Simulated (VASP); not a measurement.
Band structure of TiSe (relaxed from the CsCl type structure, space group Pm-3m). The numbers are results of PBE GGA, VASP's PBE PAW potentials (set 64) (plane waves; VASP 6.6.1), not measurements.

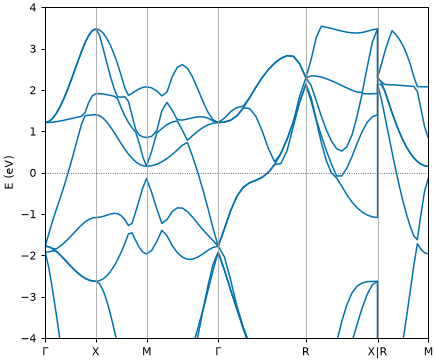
Bands along high-symmetry lines, zero at the valence-band maximum or, without a gap, the Fermi level

Read the plot: is there a gap, and where are the band edges?

It has no gap at this level: it comes out as a metal or semimetal. (Edges off the drawn lines would not show.)

The structure was generated: TiSe was put into the CsCl type type (Pm-3m), which need not be its known phase. It was relaxed first, which changed the volume by -32 %.
